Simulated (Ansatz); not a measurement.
**N2H2+ (doublet): from Hartree-Fock to the top rungs, cc-pVTZ**

How much of the correlation energy of N2H2+ (doublet) does each wave-function method recover here?

Computed with Ansatz 0.2.0, Gaussian basis. Level: cc-pVTZ, core rule «outside noble gas», up to 2 orbitals frozen.

Plan: UHF; CCSD(T) on ROHF; CCSD(T) on UHF; BCCD(T) on ROHF; CCSDT(Q) on ROHF; CCSDT(Q) on UHF; CASSCF and MRCISD+Q, 11 electrons in 10 orbitals; CASSCF and NEVPT2, 11 electrons in 10 orbitals.

4 further runs of the same task are left out: 4 set aside as unsound or not needed. Runs told in other sessions of the task aren't counted.

### Step 1. What is computed

The geometry is a PBE0/def2-TZVP stationary point (not a proven minimum) of the parent state, kept for this charge and spin.

4 atoms, charge 1, spin multiplicity 2.

Atoms are counted from 1 here; the program's logs count them from 0.

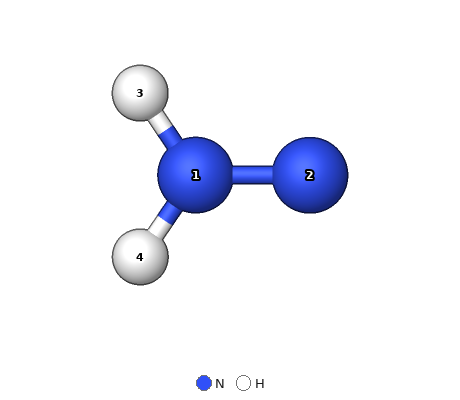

The structure; nitrogen blue, hydrogen white; atoms are numbered from 1 in the order of the file.

In the tables R marks a restricted open-shell determinant and U an unrestricted one; 'valence' is the active space of 11 electrons in 10 orbitals; energies count from the table's Hartree-Fock row.

### Step 2. UHF

Input file in.yaml:

```yaml
crystal:
  periodic: [false, false, false]
  atoms:
    - {symbol: N, position_ang: [0.000000, 0.000000, 0.522211]}
    - {symbol: N, position_ang: [0.000000, 0.000000, -0.681356]}
    - {symbol: H, position_ang: [0.000000, 0.865113, 1.105769]}
    - {symbol: H, position_ang: [0.000000, -0.865113, 1.105769]}
basis:
  gaussian: {orbitals: cc-pVTZ}
total_charge: 1
magnetization: {spin_polarized: true, initial_magnetization: 1}
hamiltonian: {xc: hf}
output: {orbitals: {seedname: orbitals}}
```

Command:

```bash
$ ansatz run in.yaml --threads 1 --pin off --events-out ev --progress --plain --max-ram 2816MiB --backend cpu
```

What it wrote:

```text
Functional definition: HF
  name "HF"
  cite "Fock, Z. Phys. 61, 126 (1930) doi:10.1007/BF01340294"
  parent pbe
  exchange = exact_x
  correlation = 0
558 factors; their error is unknown
mean field evaluation 1: about -2983.9646 eV, gradient 2.1e1 eV
mean field evaluation 2: about -2985.7352 eV, gradient 7.7e0 eV
mean field evaluation 4: about -2986.0617 eV, gradient 1.4e0 eV
mean field evaluation 8: about -2986.1848 eV, gradient 4.5e-1 eV
mean field evaluation 16: about -2986.2201 eV, gradient 2.7e-1 eV
mean field -2986.22049983 eV, -109.7415792357 hartree, gradient 7.0e-5 eV, S^2 0.957628; 0 other end points of the search recorded, 0 dependent functions left out
reference -2986.22049983 eV, -109.7415792357 hartree; 8, 7 occupied and 80, 81 virtual orbitals, 558 factors
Total energy: -2986.22049983 eV, -109.7415792357 hartree
```

It took 0.41 s on 1 thread of AMD EPYC 7R13, shared host.

From the report: ⟨S²⟩ of the determinant 0.958 (pure doublet: 0.75).

### Step 3. CCSD(T) on ROHF

in.yaml, as its differences from that of step 2:

```diff
@@ -10,4 +10,3 @@
 total_charge: 1
-magnetization: {spin_polarized: true, initial_magnetization: 1}
-hamiltonian: {xc: hf}
-output: {orbitals: {seedname: orbitals}}
+magnetization: {spin_polarized: false, initial_magnetization: 1}
+correlation: {method: ccsd_t, electrons: outside_noble_gas}
```

Command:

```bash
$ ansatz run in.yaml --threads 2 --pin off --events-out ev --progress --plain --max-ram 16896MiB --backend cuda --devices 0, --max-vram 18GiB
```

What it wrote, shortened:

```text
Functional definition: HF
  name "HF"
  cite "Fock, Z. Phys. 61, 126 (1930) doi:10.1007/BF01340294"
  parent pbe
[...]
514 factors; integrals over basis functions are off by at most 1.1e-3 eV
[...]
mean field -2985.92048221 eV, -109.7305537918 hartree, gradient 2.8e-6 eV, S^2 0.750000; 1 other end points of the search recorded, 0 dependent functions left out
determinant -2985.92048221 eV, -109.7305537918 hartree, with singles and doubles -2996.33677070 eV, -110.1133453332 hartree
determinant -2982.78380835 eV, -109.6152831535 hartree, with singles and doubles -2992.97431939 eV, -109.9897775267 hartree
2 core orbitals not correlated: weight in the atoms' cores, before any rotation towards them, 1.000 or more for the frozen orbitals, at most 0.000 for the correlated occupied ones
reference -2985.92048221 eV, -109.7305537918 hartree; 6, 5 occupied and 80, 81 virtual orbitals, 514 factors
second order -9.68966385 eV of doubles, -0.10417820 eV of singles
cycle   1  -10.29398988 eV  change   -8.5e-1 eV  update   1.8e-2
[...]
cycle   9  -10.32254887 eV  change    2.1e-6 eV  update   3.8e-6
perturbative correction -0.44707969 eV, -0.0164298755 hartree
Total energy: -2996.69011078 eV, -110.1263303416 hartree
```

It took 2.2 s on 1 × H100 (card shared with other runs) with 2 threads of AMD EPYC 7R13, shared host; peak host memory 0.83 GiB.

From the report: correlation -10.7696 eV; T1 0.024; largest double amplitude 0.13.

### Step 4. CCSD(T) on UHF

in.yaml, as its differences from that of step 3:

```diff
@@ -10,3 +10,3 @@
 total_charge: 1
-magnetization: {spin_polarized: false, initial_magnetization: 1}
+magnetization: {spin_polarized: true, initial_magnetization: 1}
 correlation: {method: ccsd_t, electrons: outside_noble_gas}
```

The command is unchanged.

What it wrote, shortened:

```text
Functional definition: HF
  name "HF"
  cite "Fock, Z. Phys. 61, 126 (1930) doi:10.1007/BF01340294"
  parent pbe
[...]
514 factors; integrals over basis functions are off by at most 1.1e-3 eV
[...]
mean field -2986.22059649 eV, -109.7415827879 hartree, gradient 2.5e-6 eV, S^2 0.957626; 1 other end points of the search recorded, 0 dependent functions left out
determinant -2986.22059649 eV, -109.7415827879 hartree, with singles and doubles -2996.29883972 eV, -110.1119513956 hartree
determinant -2983.00327687 eV, -109.6233484728 hartree, with singles and doubles -2992.97529959 eV, -109.9898135483 hartree
2 core orbitals not correlated: weight in the atoms' cores, before any rotation towards them, 1.000 or more for the frozen orbitals, at most 0.000 for the correlated occupied ones
reference -2986.22059649 eV, -109.7415827879 hartree; 6, 5 occupied and 80, 81 virtual orbitals, 514 factors
second order -9.13419375 eV of doubles, -0.00000000 eV of singles
cycle   1  -9.98047308 eV  change   -8.6e-1 eV  update   2.0e-2
[...]
cycle  10  -10.02367678 eV  change    1.5e-6 eV  update   7.4e-6
perturbative correction -0.42811113 eV, -0.0157327938 hartree
Total energy: -2996.67238440 eV, -110.1256789092 hartree
```

Run time: 1.8 s. Hardware: 1 × H100 (card shared with other runs) with 2 threads of AMD EPYC 7R13, shared host; peak host memory 0.83 GiB.

From the report: ⟨S²⟩ of the determinant 0.958 (pure doublet: 0.75); correlation -10.4518 eV; T1 0.046; largest double amplitude 0.13.

### Step 5. BCCD(T) on ROHF

in.yaml, as its differences from that of step 4:

```diff
@@ -10,3 +10,3 @@
 total_charge: 1
-magnetization: {spin_polarized: true, initial_magnetization: 1}
-correlation: {method: ccsd_t, electrons: outside_noble_gas}
+magnetization: {spin_polarized: false, initial_magnetization: 1}
+correlation: {method: bccd_t, electrons: outside_noble_gas}
```

Same command.

What it wrote, shortened:

```text
Functional definition: HF
  name "HF"
  cite "Fock, Z. Phys. 61, 126 (1930) doi:10.1007/BF01340294"
  parent pbe
[...]
514 factors; integrals over basis functions are off by at most 1.1e-3 eV
[...]
mean field -2985.92048221 eV, -109.7305537918 hartree, gradient 2.8e-6 eV, S^2 0.750000; 1 other end points of the search recorded, 0 dependent functions left out
determinant -2985.92048221 eV, -109.7305537918 hartree, with singles and doubles -2996.33677070 eV, -110.1133453332 hartree
determinant -2982.78380835 eV, -109.6152831535 hartree, with singles and doubles -2992.97431939 eV, -109.9897775267 hartree
2 core orbitals not correlated: weight in the atoms' cores, before any rotation towards them, 1.000 or more for the frozen orbitals, at most 0.000 for the correlated occupied ones
reference -2985.92048221 eV, -109.7305537918 hartree; 6, 5 occupied and 80, 81 virtual orbitals, 514 factors
second order -9.68966385 eV of doubles, -0.10417820 eV of singles
cycle   1  -10.27173101 eV  change   -8.3e-1 eV  update   2.1e-2
[...]
cycle  11  -10.29980727 eV  change   -5.2e-6 eV  update   4.6e-6
perturbative correction -0.46937639 eV, -0.0172492641 hartree
Total energy: -2996.68966587 eV, -110.1263139917 hartree
```

Run time: 2.1 s. Hardware: 1 × H100 (card shared with other runs) with 2 threads of AMD EPYC 7R13, shared host; peak host memory 0.84 GiB.

From the report: correlation -10.7692 eV; largest double amplitude 0.13.

### Step 6. CCSDT(Q) on ROHF

in.yaml, as its differences from that of step 5:

```diff
@@ -11,2 +11,2 @@
 magnetization: {spin_polarized: false, initial_magnetization: 1}
-correlation: {method: bccd_t, electrons: outside_noble_gas}
+correlation: {method: ccsdt_q, electrons: outside_noble_gas}
```

Launched as before.

What it wrote, shortened:

```text
Functional definition: HF
  name "HF"
  cite "Fock, Z. Phys. 61, 126 (1930) doi:10.1007/BF01340294"
  parent pbe
[...]
1126 factors; integrals over basis functions are off by at most 2.1e-7 eV
[...]
mean field -2985.92048991 eV, -109.7305540745 hartree, gradient 2.8e-6 eV, S^2 0.750000; 1 other end points of the search recorded, 0 dependent functions left out
determinant -2985.92048991 eV, -109.7305540745 hartree, with singles and doubles -2996.33680143 eV, -110.1133464624 hartree
determinant -2982.78382583 eV, -109.6152837958 hartree, with singles and doubles -2992.97435745 eV, -109.9897789253 hartree
2 core orbitals not correlated: weight in the atoms' cores, before any rotation towards them, 1.000 or more for the frozen orbitals, at most 0.000 for the correlated occupied ones
reference -2985.92048991 eV, -109.7305540745 hartree; 6, 5 occupied and 80, 81 virtual orbitals, 1126 factors
second order -9.68968924 eV of doubles, -0.10417838 eV of singles
cycle   1  -9.91948021 eV  change   -1.2e-1 eV  update   9.1e-2
[...]
cycle  19  -10.78343317 eV  change    4.0e-7 eV  update   2.2e-7
perturbative correction -0.02598414 eV, -0.0009548995 hartree
Total energy: -2996.72990721 eV, -110.1277928336 hartree
```

It took 16 s on 1 × H100 (card shared with other runs) with 2 threads of AMD EPYC 7R13, shared host; peak host memory 1.2 GiB.

From the report: correlation -10.8094 eV; T1 0.024; largest double amplitude 0.14.

### Step 7. CCSDT(Q) on UHF

in.yaml, as its differences from that of step 6:

```diff
@@ -10,3 +10,3 @@
 total_charge: 1
-magnetization: {spin_polarized: false, initial_magnetization: 1}
+magnetization: {spin_polarized: true, initial_magnetization: 1}
 correlation: {method: ccsdt_q, electrons: outside_noble_gas}
```

Launched as before.

What it wrote, shortened:

```text
Functional definition: HF
  name "HF"
  cite "Fock, Z. Phys. 61, 126 (1930) doi:10.1007/BF01340294"
  parent pbe
[...]
1126 factors; integrals over basis functions are off by at most 2.1e-7 eV
[...]
mean field -2986.22060528 eV, -109.7415831111 hartree, gradient 2.4e-6 eV, S^2 0.957627; 1 other end points of the search recorded, 0 dependent functions left out
determinant -2986.22060528 eV, -109.7415831111 hartree, with singles and doubles -2996.29886838 eV, -110.1119524485 hartree
determinant -2983.00329489 eV, -109.6233491349 hartree, with singles and doubles -2992.97533654 eV, -109.9898149063 hartree
2 core orbitals not correlated: weight in the atoms' cores, before any rotation towards them, 1.000 or more for the frozen orbitals, at most 0.000 for the correlated occupied ones
reference -2986.22060528 eV, -109.7415831111 hartree; 6, 5 occupied and 80, 81 virtual orbitals, 1126 factors
second order -9.13421344 eV of doubles, -0.00000000 eV of singles
cycle   1  -9.42627891 eV  change   -2.9e-1 eV  update   9.6e-2
[...]
cycle  19  -10.48445293 eV  change    9.0e-7 eV  update   2.5e-7
perturbative correction -0.02847993 eV, -0.0010466180 hartree
Total energy: -2996.73353814 eV, -110.1279262677 hartree
```

Wall time 15 s (1 × H100 (card shared with other runs) with 2 threads of AMD EPYC 7R13, shared host); peak host memory 1.1 GiB.

From the report: ⟨S²⟩ of the determinant 0.958 (pure doublet: 0.75); correlation -10.5129 eV; T1 0.049; largest double amplitude 0.15.

### Step 8. CASSCF and MRCISD+Q, 11 electrons in 10 orbitals

in.yaml, as its differences from that of step 7:

```diff
@@ -10,3 +10,3 @@
 total_charge: 1
-magnetization: {spin_polarized: true, initial_magnetization: 1}
-correlation: {method: ccsdt_q, electrons: outside_noble_gas}
+magnetization: {spin_polarized: false, initial_magnetization: 1}
+correlation: {method: fic_mrcisd_q, electrons: outside_noble_gas, active_space: {window: {electrons: 11, orbitals: 10}, shells: [{species: H, l: s, shell: 1}, {species: "N", l: s, shell: 2}, {species: "N", l: p, shell: 2}]}}
```

Same command.

What it wrote, shortened:

```text
Functional definition: HF
  name "HF"
  cite "Fock, Z. Phys. 61, 126 (1930) doi:10.1007/BF01340294"
  parent pbe
[...]
1126 factors; integrals over basis functions are off by at most 2.1e-7 eV
[...]
mean field -2985.92048991 eV, -109.7305540745 hartree, gradient 2.8e-6 eV, S^2 0.750000; 0 other end points of the search recorded, 0 dependent functions left out
reference -2985.92048991 eV, -109.7305540745 hartree; 8, 7 occupied and 80, 81 virtual orbitals, 1126 factors
state -2989.95632244 eV, -109.8788681844 hartree
contracted CI cycle   1: correlation 0.00000000 eV, 0.0000000000 hartree, residual 3.08e1 eV
contracted CI cycle   2: correlation -6.16788242 eV, -0.2266654982 hartree, residual 4.90e0 eV
contracted CI cycle   3: correlation -6.33764256 eV, -0.2329040683 hartree, residual 9.56e-1 eV
contracted CI cycle   4: correlation -6.34410607 eV, -0.2331415979 hartree, residual 2.15e-1 eV
contracted CI cycle   5: correlation -6.34441465 eV, -0.2331529381 hartree, residual 5.19e-2 eV
contracted CI cycle   6: correlation -6.34443175 eV, -0.2331535665 hartree, residual 1.25e-2 eV
contracted CI cycle   7: correlation -6.34443276 eV, -0.2331536036 hartree, residual 2.78e-3 eV
contracted CI cycle   8: correlation -6.34443282 eV, -0.2331536056 hartree, residual 6.57e-4 eV
state -2989.95632244 eV, -109.8788681844 hartree; corrected -2996.66142428 eV, -110.1252761323 hartree
Total energy: -2996.66142428 eV, -110.1252761323 hartree
Checks for a lower state left out: starts, orbital_swaps
```

Wall time 6.5 s (1 × H100 (card shared with other runs) with 2 threads of AMD EPYC 7R13, shared host); peak host memory 0.92 GiB.

From the report: 13,328 determinants; active occupations 1.99, 1.98, 1.97, 1.97, 1.92, 1.00, 0.09, 0.03, 0.02, 0.02.

### Step 9. CASSCF and NEVPT2, 11 electrons in 10 orbitals

Input file in.yaml:

```yaml
crystal:
  periodic: [false, false, false]
  atoms:
    - {symbol: N, position_ang: [0.000000, 0.000000, 0.522211]}
    - {symbol: N, position_ang: [0.000000, 0.000000, -0.681356]}
    - {symbol: H, position_ang: [0.000000, 0.865113, 1.105769]}
    - {symbol: H, position_ang: [0.000000, -0.865113, 1.105769]}
basis:
  gaussian: {orbitals: cc-pVTZ}
total_charge: 1
magnetization: {spin_polarized: false, initial_magnetization: 1}
correlation: {method: sc_nevpt2, electrons: outside_noble_gas, active_space: {window: {electrons: 11, orbitals: 10}, shells: [{species: H, l: s, shell: 1}, {species: "N", l: s, shell: 2}, {species: "N", l: p, shell: 2}]}}
```

Launched as before.

What it wrote:

```text
Functional definition: HF
  name "HF"
  cite "Fock, Z. Phys. 61, 126 (1930) doi:10.1007/BF01340294"
  parent pbe
  exchange = exact_x
  correlation = 0
1126 factors; integrals over basis functions are off by at most 2.1e-7 eV
mean field evaluation 1: about -2983.9712 eV, gradient 2.8e1 eV
mean field evaluation 2: about -2983.9758 eV, gradient 2.8e1 eV
mean field evaluation 4: about -2985.8952 eV, gradient 2.2e0 eV
mean field evaluation 8: about -2985.9205 eV, gradient 1.7e-4 eV
mean field -2985.92048991 eV, -109.7305540745 hartree, gradient 2.8e-6 eV, S^2 0.750000; 0 other end points of the search recorded, 0 dependent functions left out
reference -2985.92048991 eV, -109.7305540745 hartree; 8, 7 occupied and 80, 81 virtual orbitals, 1126 factors
state -2989.95632244 eV, -109.8788681844 hartree
state -2989.95632244 eV, -109.8788681844 hartree; corrected -2995.59369923 eV, -110.0860379604 hartree
Total energy: -2995.59369923 eV, -110.0860379604 hartree
Checks for a lower state left out: starts, orbital_swaps
```

It took 3.8 s on 1 × H100 (card shared with other runs) with 2 threads of AMD EPYC 7R13, shared host; peak host memory 0.82 GiB.

From the report: 13,328 determinants; active occupations 1.99, 1.98, 1.97, 1.97, 1.92, 1.00, 0.09, 0.03, 0.02, 0.02.

### Step 10. How many determinants matter

Natural occupations of the CASSCF valence state about the gap (report; correlated orbitals 2 to 10): 1.982, 1.975, 1.973, 1.919, 1.002, 0.087, 0.026, 0.024, 0.020. The count of effectively unpaired electrons, Σ n²(2 − n)², is 1.06; a single determinant of this spin has 1.

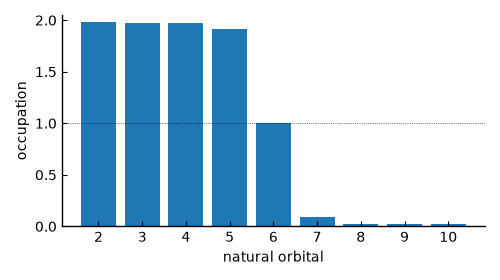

Natural occupations of the CASSCF valence state.

### Step 11. Misses and costs

The yardstick is UCCSDT(Q), where the cluster series has nearly closed. Rows without a time are mean-field rows or come out of runs for another level: lower rungs of the coupled-cluster runs, CASSCF and MRCISD of the multireference runs, or the Hartree-Fock search.

Differences are taken before rounding.

```tsv
method	energy from the lowest ROHF (kJ/mol)	from UCCSDT(Q) (kJ/mol)	time
ROHF	0.0	+1043.3	
UHF	-29.0	+1014.3	
RMP2	-945.0	+98.3	
UMP2	-910.3	+133.0	
RCCSD	-996.0	+47.3	
UCCSD	-996.1	+47.2	
RCCSD(T)	-1039.1	+4.2	2.2 s
UCCSD(T)	-1037.4	+5.9	1.8 s
BCCD(T)	-1039.1	+4.2	2.1 s
RCCSDT	-1040.4	+2.9	
UCCSDT	-1040.6	+2.7	
RCCSDT(Q)	-1043.0	+0.4	16 s
UCCSDT(Q)	-1043.3	0	15 s
CASSCF valence	-389.4	+653.9	
NEVPT2 valence	-933.3	+110.0	3.8 s
MRCISD valence	-1001.5	+41.8	
MRCISD+Q valence	-1036.3	+7.0	6.5 s
```

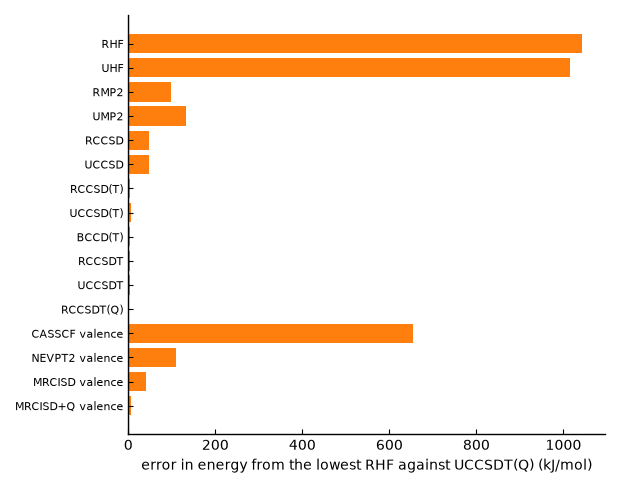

Error of each method against UCCSDT(Q).

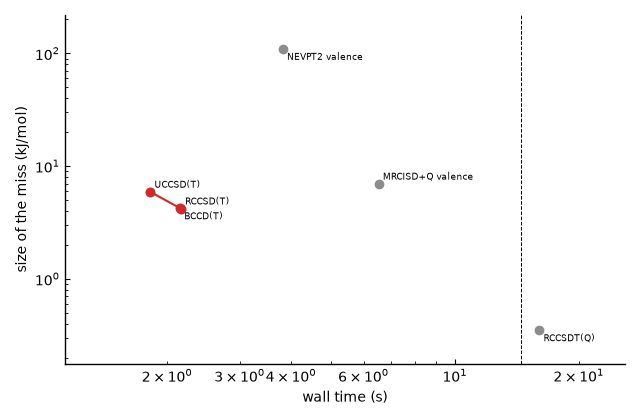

Miss against cost. Red marks the levels that no quicker level drawn beats (of those quicker than the yardstick), and the dashed line is the time of UCCSDT(Q). Times are from a shared host.

### Step 12. Outcome

| quantity | value |
| --- | --- |
| UCCSDT(Q) from the ROHF energy | -10.8131 eV |
| RMP2 from UCCSDT(Q) | +98.3 kJ/mol |
| UMP2 from UCCSDT(Q) | +133.0 kJ/mol |
| RCCSD from UCCSDT(Q) | +47.3 kJ/mol |
| RCCSD(T) from UCCSDT(Q) | +4.2 kJ/mol |
| UCCSD(T) from UCCSDT(Q) | +5.9 kJ/mol |
| RCCSDT(Q) from UCCSDT(Q) | +0.4 kJ/mol |
| NEVPT2 valence from UCCSDT(Q) | +110.0 kJ/mol |
| MRCISD+Q valence from UCCSDT(Q) | +7.0 kJ/mol |
| levels within 1 kcal/mol (43 meV) | RCCSDT, UCCSDT, RCCSDT(Q) |
| T1 diagnostic | 0.024 |
| effectively unpaired electrons | 1.06 |

**Reading.** RCCSD(T) misses by +4.2 kJ/mol, 0.4 % of the correlation energy. One determinant dominates. Of the multireference levels listed MRCISD+Q valence comes nearest in total energy (+7.0 kJ/mol), which doesn't show that its space is the better one. These misses are within one basis, not against nature; the frozen cores of restricted and unrestricted runs differ, which can shift their rows.

For cost: RCCSD(T) gets within 4.2 kJ/mol in 2.2 s, where UCCSDT(Q) took 15 s; the quickest level in the cost chart, UCCSD(T), takes 1.8 s and misses by 5.9 kJ/mol.
